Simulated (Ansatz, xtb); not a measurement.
Pulling on the Mg1–F3 bond in FHMg (SMILES [F][MgH]) (multiplicity 1 held, fragments rigid). Energies count from the point at 1.761 Å.
Geometry at that point (charge 0, multiplicity 1):
```xyz
3

Mg     0.00000     0.00000    -0.64398
H      0.00000     0.00000    -2.32552
F      0.00000     0.00000     1.11704
```

R- and RO- levels are restricted; in cc, def2 and unpolarised 6-31G sets they are followed outwards from rest. Unrestricted levels (U-) break spin symmetry where that is lower. Left out are points that failed, MP2 points in a non-variational dive below the minimum, coupled-cluster points behind a sign of a changed root (a jump of the amplitudes, or a one-step jump against full CI or MRCI), small-basis points behind a change of solution, and semi-empirical points at long bonds. Curves can end on different states.

Frozen-core correlation.

Programs: Ansatz (Gaussian basis) for Hartree–Fock, density functionals and correlated methods; xtb for the GFN methods. Each number belongs to the level named beside it. The GFN methods have no spin term and hold the electronic entropy of 300 K.

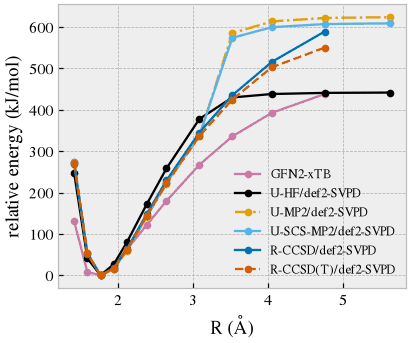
Relative energy along the coordinate

Question: Read off the GFN2-xTB curve at R = 3.082.

Answer: about 270 kJ/mol

Doubts at one or more of the structures used: a spin-contaminated determinant (U-HF/def2-SVPD, U-MP2/def2-SVPD, U-SCS-MP2/def2-SVPD); a restricted determinant that unrestricted orbitals would lower (R-CCSD/def2-SVPD, R-CCSD(T)/def2-SVPD); T1 above 0.05 (R-CCSD/def2-SVPD, R-CCSD(T)/def2-SVPD).

Ansatz is a first-principles code.
